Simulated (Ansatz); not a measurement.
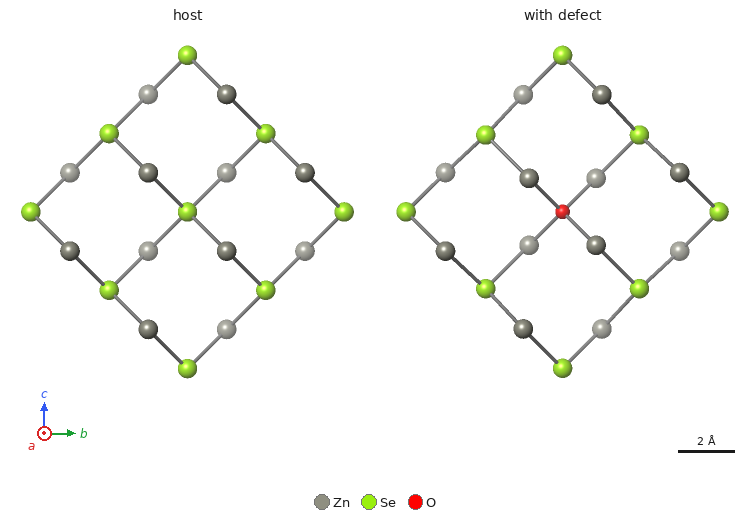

Left: perfect ZnSe. Right: the same region with one point defect, after relaxing the atoms in a supercell of 54 sites. A ball-and-stick model of the atoms within 6.0 Å of one point, in a slice 4.2 Å thick across the line of sight, seen along the a axis.

The calculation used DFT, PBE, plane-wave PAW, default files, scalar-relativistic, frozen cores in Ansatz. (plane-wave cutoff 420 eV; k-point mesh 3 × 3 × 3; occupations fermi dirac; smearing width 0.01 eV; no spin polarisation) The axes drawn are those of the host's conventional cell.

What kind of defect was made?

Answer. A selenium atom is replaced by oxygen.

The charge state of the cell is 0.

What does the relaxation do around it?

Answer. In the host the Se atom has 4 Zn at 2.45 Å; the O atom ends with 4 Zn at 2.10 Å. Of the host's atoms, a zinc atom moves furthest from its site, by 0.36 Å. Relaxing the atoms from the host's sites lowers the energy by 1.31 eV.
